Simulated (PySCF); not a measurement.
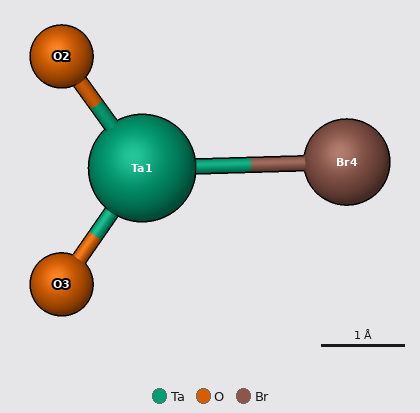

Figure 1. The structure (ball-and-stick view, seen at a tilt; atoms are numbered from 1 in the order of the input). Sticks mark near contacts.

TaO₂Br: frequency calculation

- system: TaO₂Br
- method: RKS-based PBE0, Ta def2-TZVP with ECP60, O def2-TZVP, Br def2-TZVP; non-relativistic Hamiltonian with a scalar-relativistic core potential; density fitting (PySCF 2.14.0)

Input file
```python
from pyscf import gto, scf, dft
mol = gto.M(atom='''
Ta    -0.570266     0.000000     0.000000
O     -1.558961     1.416894     0.000000
O     -1.558961    -1.416894     0.000000
Br     1.939546     0.000000     0.000000''',
    basis={'Ta': 'def2-TZVP', 'O': 'def2-TZVP', 'Br': 'def2-TZVP'},
    ecp={'Ta': 'def2-TZVP'},
    charge=0, spin=0)
mf = dft.RKS(mol, xc='PBE0')
mf.grids.atom_grid = (75, 302)
aux = {'Ta': 'def2-universal-JKFIT', 'O': 'def2-universal-JKFIT', 'Br': 'def2-universal-JKFIT'}
mf = mf.density_fit(auxbasis=aux)
mf.conv_tol = 1e-09
mf.diis_space = 10
mf.max_cycle = 60
mf.verbose = 4
mf.kernel()
```

The script is an equivalent of the set-up of the self-consistent field. The run itself was carried out by a driver, which started from the orbitals of the step before it where there was one and computed the further properties.

Run as:
```bash
OMP_NUM_THREADS=4 python axn.py task.json out
```

The program's output
```
init E= -2781.34923768244
  HOMO = -0.322146726097319  LUMO = -0.166520246805382  gap/eV = 4.23481
cycle= 1 E= -2781.34923768189  delta_E= 5.54e-10  |g|= 5.68e-05  |ddm|= 3.38e-05
  HOMO = -0.322147573274523  LUMO = -0.166518728327629  gap/eV = 4.23488
cycle= 2 E= -2781.34923767703  delta_E= 4.85e-09  |g|= 0.000168  |ddm|= 9.92e-05
  HOMO = -0.322146591410845  LUMO = -0.166519690221154  gap/eV = 4.23482
cycle= 3 E= -2781.34923768252  delta_E= -5.48e-09  |g|= 2.12e-06  |ddm|= 7.41e-05
  HOMO = -0.322146834778853  LUMO = -0.166519765693551  gap/eV = 4.23483
cycle= 4 E= -2781.34923768252  delta_E= -2.73e-12  |g|= 6.53e-07  |ddm|= 1.53e-06
  HOMO = -0.322146725296325  LUMO = -0.166519853625492  gap/eV = 4.23482
Extra cycle  E= -2781.34923768251  delta_E= 4.55e-12  |g|= 1.99e-06  |ddm|= 1.19e-06
converged SCF energy = -2781.34923768251
```

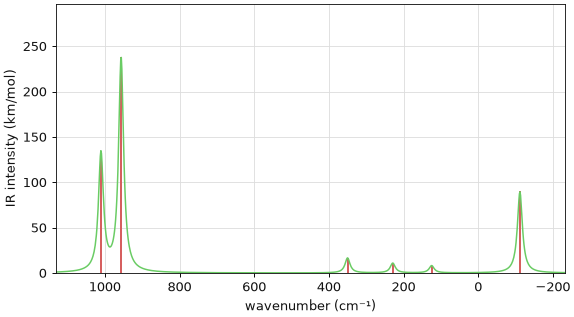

Figure 2. Harmonic infrared spectrum, unscaled: sticks (degenerate modes added up, dark ones marked on the axis) with a Lorentzian envelope of 16 cm⁻¹ full width, scaled to the tallest stick; imaginary modes are drawn at negative wavenumbers. 6 modes from 112i to 1010 cm⁻¹, 1 imaginary beyond 8i (112i cm⁻¹): a first-order saddle point, if the geometry is stationary. The strongest line is at 956 cm⁻¹ (238 km/mol). All modes, in cm⁻¹ (km/mol): 112i (90), 125 (8.1), 229 (10.9), 350 (16.7), 956 (238), 1010 (131).

Key numbers

```json
{"quantity": "outcome", "value": "converged"}
{"quantity": "total energy", "value": "−2781.349238 hartree"}
{"quantity": "HOMO", "value": "−8.77 eV"}
{"quantity": "LUMO", "value": "−4.53 eV"}
{"quantity": "zero-point energy", "value": "0.006083 hartree"}
{"quantity": "dipole moment", "value": "1.95 D"}
{"quantity": "wavenumbers, lowest and highest", "value": "112i and 1010 cm⁻¹"}
{"quantity": "hardware", "value": "4 threads of Intel Xeon (Granite Rapids), 32 GiB of memory available, shared host"}
{"quantity": "wall time", "value": "56 s (CPU time 3 min)"}
{"quantity": "peak memory", "value": "1.6 GiB"}
```
